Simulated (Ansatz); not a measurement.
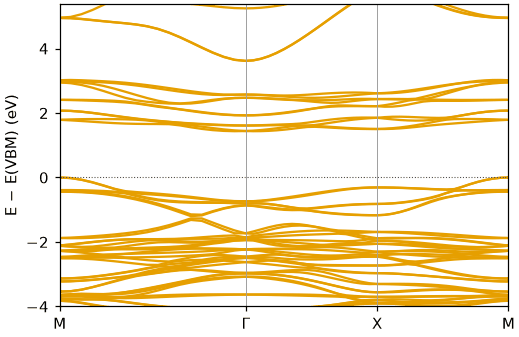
*Band structure from plane-wave PAW r²SCAN+D4 with spin–orbit coupling (Ansatz code)*

The gap is 1.44 eV; an edge lies off the plotted path or next to a special point (maximum at M, minimum on the M–Γ line, 95 % of the way from M).

The material is monolayer Cu₂WSe₄ (P-42m in the vacuum cell, 7 atoms; Cu with 4 neighbours (tetrahedral), W with 4 neighbours (tetrahedral), Se with 3 neighbours (trigonal pyramidal)).

The layer was cut from a bulk entry of the Materials Project (measured or hypothetical); whether that bulk phase is the ambient one, and whether the layer has been isolated, was not checked. Symmetry was held in the r²SCAN+D4 relaxation; its stability against distortions is not shown here. The workflow began spin-polarised and lost its moments.

Potentials: the later of the program's two PAW sets.
